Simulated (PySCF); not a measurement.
## Electronic structure of CH$_{10}$N$_{2}$OSi$_{2}$ in real space

```xyz
16

Si   -0.6560    0.2789   -0.2446
N     0.6511   -0.5859   -0.9715
Si    2.2790   -0.6085   -0.3630
C    -1.7272   -0.7247    0.9127
N     0.0823    1.5139    0.7029
O    -1.5601    0.7847   -1.5576
H     0.4806   -1.0298   -1.8680
H     3.0351   -1.6326   -1.1502
H     2.3237   -0.9859    1.0827
H     3.0076    0.6934   -0.5077
H    -2.5659   -0.1383    1.3225
H    -1.1355   -1.1060    1.7593
H    -2.1526   -1.5913    0.3833
H    -0.2732    1.7861    1.6104
H     0.6404    2.2465    0.2797
H    -2.4354    1.1250   -1.3539
```

Geometry: PBE0-D3(BJ)/def2-SVP.

All numbers below come from PBE0/pcSseg-1, SCF density, gas phase, non-relativistic in PySCF 2.14.0.

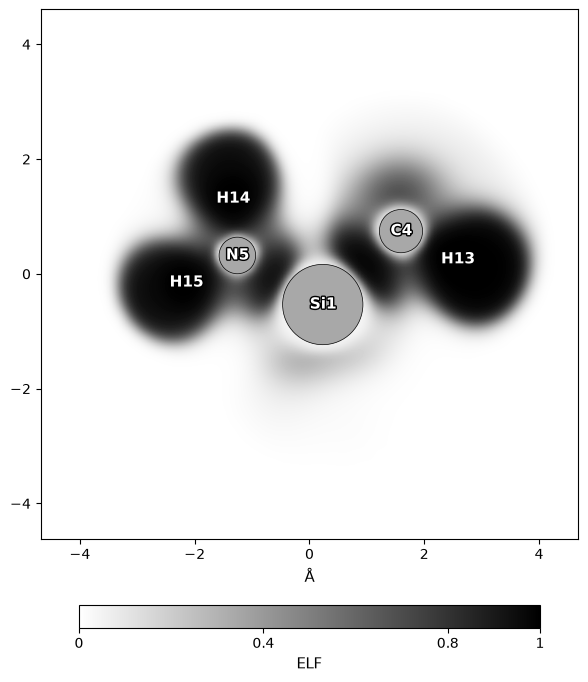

Figure 1. Electron localisation function on the plane of atoms Si1, C4 and H13. Grey discs cover the atomic cores.

### Read the bonding off the picture.

The section cuts through Si, C, N and H sites.
Si–N (1.72 Å): the ELF peaks at about 0.90 between the atoms: a polar covalent bond.
C–Si (1.87 Å): the ELF peaks at about 0.95 between the atoms: a covalent bond.
N–H (1.01 Å): the ELF climbs to about 1 towards the hydrogen, as it does in any bond to H (a covalent bond by its length).
C–H (1.10 Å): the ELF climbs to about 1 towards the hydrogen (an ordinary covalent bond to hydrogen).

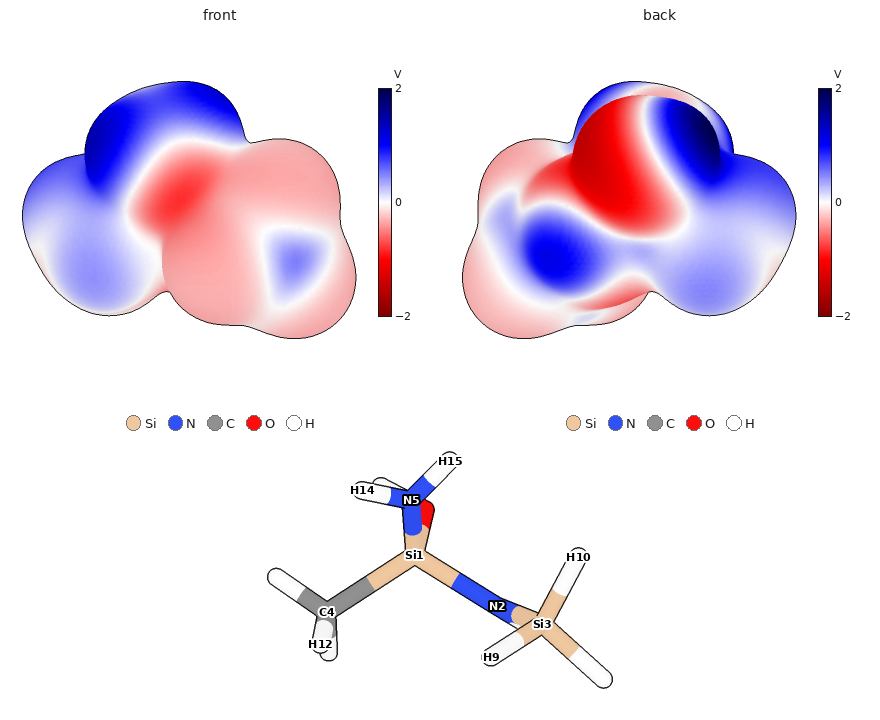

Figure 2. The electrostatic potential painted on the density surface at 0.001 e/bohr³, seen from the front and from behind; red is negative and blue positive. The bare structure is drawn below in the same view.

### Describe the electrostatic potential map.

The most negative region (about −1.4 V) lies over O6, the most positive (about +1.9 V) over H16. O6 is the likeliest acceptor of a hydrogen bond.

### What dipole moment does the calculation give?

Its dipole moment is 2.35 D.
